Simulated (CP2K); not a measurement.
Consider 2-acetylimidazole at its PBE geometry (Å).

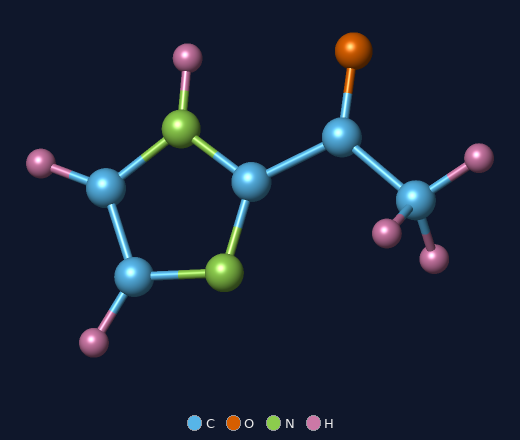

The molecule (carbon blue, oxygen orange, nitrogen green, hydrogen pink).

```xyz
14

C    -2.3183    0.5266    0.3470
C    -1.2682   -0.5499    0.2665
O    -1.5136   -1.7549    0.4190
C     0.1124   -0.1261   -0.0085
N     0.5849    1.1125   -0.1889
C     1.9281    0.9576   -0.4050
C     2.2816   -0.3857   -0.3577
N     1.1173   -1.0563   -0.1055
H    -3.2925    0.0744    0.5552
H    -2.0562    1.2514    1.1306
H    -2.3507    1.0937   -0.5939
H     2.5783    1.8082   -0.5825
H     3.2303   -0.8953   -0.4793
H     0.9667   -2.0562    0.0029
```

Method: CP2K XAS_TDP, all-electron GAPW, PBEh(45%), aug-cc-pVDZ, TDA, GW2X-corrected core level, no relativity.

**Question.** Predict the bright core excitations at the C K edge.

Leading lines: C1 291.21 eV, C2 288.11 eV, C4 287.68 eV, C6 288.32 eV and C7 287.89 eV. The leading line of an atom is its first one with 35 % of the strongest within 2.5 eV of its lowest line over the strength cut. Core ionisation energies at this level: C4 293.16, C6 292.50, C7 293.02, C1 292.42 and C2 295.18 eV.

The first six lines of each atom with a strength over 0.0015:

| atom | energy (eV) | states | strength, one atom | above the computed threshold |
| --- | --- | --- | --- | --- |
| C1 (bonded to C and 3 H) | 290.50 | 1 | 0.0045 |  |
|  | 291.21 | 1 | 0.0222 |  |
|  | 291.29 | 1 | 0.0190 |  |
|  | 291.58 | 1 | 0.0039 |  |
|  | 292.58 | 1 | 0.0020 | yes |
|  | 292.77 | 1 | 0.0019 | yes |
| C2 (bonded to 2 C and O) | 288.11 | 1 | 0.0629 |  |
|  | 293.89 | 1 | 0.0110 |  |
|  | 294.64 | 1 | 0.0021 |  |
|  | 294.75 | 1 | 0.0016 |  |
|  | 295.03 | 1 | 0.0039 |  |
|  | 295.99 | 1 | 0.0056 | yes |
| C4 (bonded to C and 2 N) | 287.68 | 1 | 0.0291 |  |
|  | 290.88 | 1 | 0.0335 |  |
|  | 291.91 | 1 | 0.0019 |  |
|  | 293.76 | 1 | 0.0071 | yes |
|  | 293.99 | 1 | 0.0216 | yes |
|  | 294.08 | 1 | 0.0033 | yes |
| C6 (bonded to C, N and H) | 288.32 | 1 | 0.0529 |  |
|  | 288.89 | 1 | 0.0019 |  |
|  | 290.64 | 1 | 0.0084 |  |
|  | 291.33 | 1 | 0.0028 |  |
|  | 292.07 | 1 | 0.0026 |  |
|  | 293.12 | 1 | 0.0023 | yes |
| C7 (bonded to C, N and H) | 287.89 | 1 | 0.0470 |  |
|  | 290.50 | 1 | 0.0075 |  |
|  | 290.73 | 1 | 0.0122 |  |
|  | 291.74 | 1 | 0.0025 |  |
|  | 292.07 | 1 | 0.0019 |  |
|  | 292.36 | 1 | 0.0031 |  |

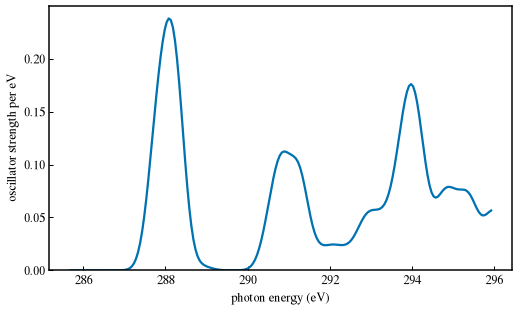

All atoms added, broadened by 0.5 eV.

Lines are vertical, at one geometry, with no vibrational structure. GW2X ionisation energies and lines can be off by 1 to 2 eV either way, and a good line position may hide errors that cancel. These values hold no scalar relativity, about 0.1 eV for C 1s. Rydberg lines, and the discretised continuum above threshold, depend on the basis and the box.

[Banner, clock and machine lines of the logs are left out without a mark of their own.]

[Logs are printed without paths, hosts, clocks, repeated set-up lines and the standing remarks that a program may print on its own settings, such as how far it seeks lower states.]

[Hosts, paths, dates, database ids (printed as entryN), source tags and the programs' standing remarks are cut or masked in the printed files.]
